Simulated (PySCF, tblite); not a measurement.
# C₅H₅FNO₂+: geometry, infrared bands and NMR shifts

Aim: predict the infrared bands and NMR shifts of C₅H₅FNO₂+ (`Fc1occ2[n+]1COC2`).

The runs use tblite 0.8.0 and PySCF 2.14.0, with density-fitted response routines of our own; the level of theory stands in each step. All values are computed, except where a source is named. Atoms count from 0, in the outputs and in this text.

### 1 The starting structure

14 atoms, charge 1, multiplicity 1; geometry from: force field or distance geometry start.

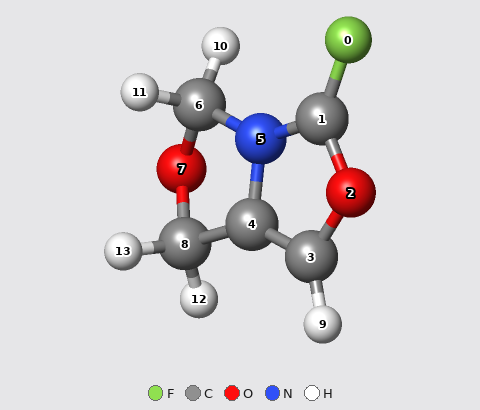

The starting geometry (fluorine green, carbon grey, oxygen red, nitrogen blue, hydrogen white), atoms numbered.

### 2 Relaxing the molecule with GFN2-xTB

What the job is given:

```
{"job": {"kind": "relax", "xc": "GFN2-xTB", "basis": "xTB"}, "charge": 1, "multiplicity": 1}
F      1.392800     2.745000     0.082300
C      1.256000     1.398100     0.059200
O      2.240100     0.501700     0.143600
C      1.754400    -0.713800     0.090800
C      0.378600    -0.629100     0.001400
N      0.108800     0.693700    -0.024300
C     -1.329800     0.786700    -0.136100
O     -1.763800    -0.414300    -0.657300
C     -0.903400    -1.365900    -0.106400
H      2.348600    -1.636600     0.146400
H     -1.679800     1.641200    -0.743100
H     -1.721400     0.859500     0.912400
H     -0.836600    -2.257200    -0.718400
H     -1.245100    -1.609500     0.927500
```

Command:

```console
$ OMP_NUM_THREADS=1 python probes_run.py task.json out
```

One launch serves the whole session: the jobs run in the order shown.

**Question.** This job is followed by: GFN2-xTB harmonic vibrations, gas phase; GIAO PBE0/pcSseg-1 NMR shielding, non-relativistic, gas phase. Predict these results of the whole session: strongest single infrared mode (GFN2-xTB); zero-point energy (GFN2-xTB); 13C shifts against TMS (PBE0/pcSseg-1); 1H shifts against TMS (PBE0/pcSseg-1, means over atoms taken as alike); 19F shifts against CFCl3 (PBE0/pcSseg-1); 17O shifts against H2O (PBE0/pcSseg-1); 15N shifts against NH3 (PBE0/pcSseg-1).

As calculated:

```
                                                              quantity                                value
                             strongest single infrared mode (GFN2-xTB)                1634 cm⁻¹, 158 km/mol
                                          zero-point energy (GFN2-xTB)                        62.0 kcal/mol
                                13C shifts against TMS (PBE0/pcSseg-1)  156.2, 148.4, 136.5, 84.9, 67.7 ppm
1H shifts against TMS (PBE0/pcSseg-1, means over atoms taken as alike)                 7.96, 6.31, 5.73 ppm
                              19F shifts against CFCl3 (PBE0/pcSseg-1)                            -73.3 ppm
                                17O shifts against H2O (PBE0/pcSseg-1)                      311.0, 72.1 ppm
                                15N shifts against NH3 (PBE0/pcSseg-1)                            210.6 ppm
```

**Reading.** The optimisation took 34 steps and gained 0.459 eV; among the close pairs (by a distance rule), F0–C1 changed most, from 1.354 to 1.285 Å. No mode is imaginary among the 36: a minimum at this level. The strongest single mode, at 1634 cm⁻¹, has its largest shares on C4, C3, C1 and N5 (the list is cut at 4 atoms). Unscaled tight-binding wavenumbers are off by several per cent, some by more. Its intensities can rank the bands wrongly. At PBE0/pcSseg-1: The widest tensor belongs to O2: span 276 ppm, with a paramagnetic part of -370 ppm. NICS(1)zz of -20 ppm above the planar ring from C1 marks a diatropic (aromatic) ring current.
